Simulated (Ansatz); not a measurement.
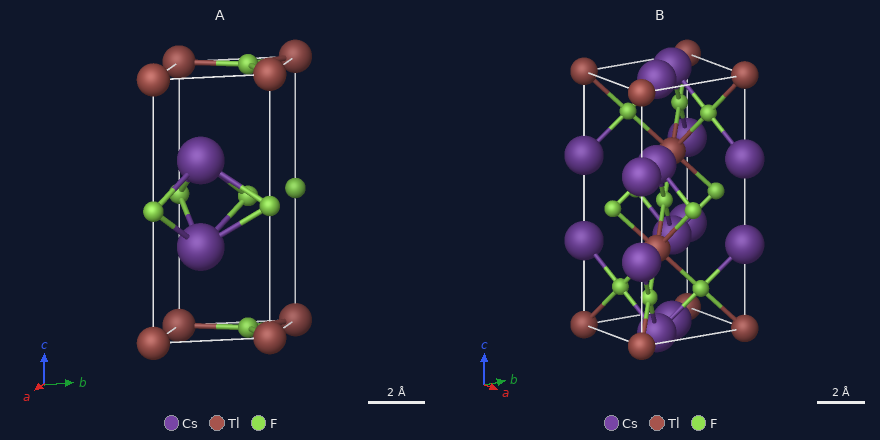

Two structures of Cs$_{2}$TlF$_{3}$, each relaxed to rest (conventional cells in solid outline, small ones repeated, not to one scale). Method: DFT, PBEsol, plane waves, PAW (Ansatz), without spin polarisation.

**What are A and B?**

A: 6 atoms a cell on a primitive hexagonal lattice, P-6m2. B: 18 atoms a cell on a rhombohedral (trigonal R) lattice, R-3m.

**Which structure is more stable?**

B is lower, by 279 meV/atom at this level of theory (energies at zero smearing). Volumes: A 26.3, B 26.6 Å³/atom.

One or both may be structure types tried for this composition rather than known phases.
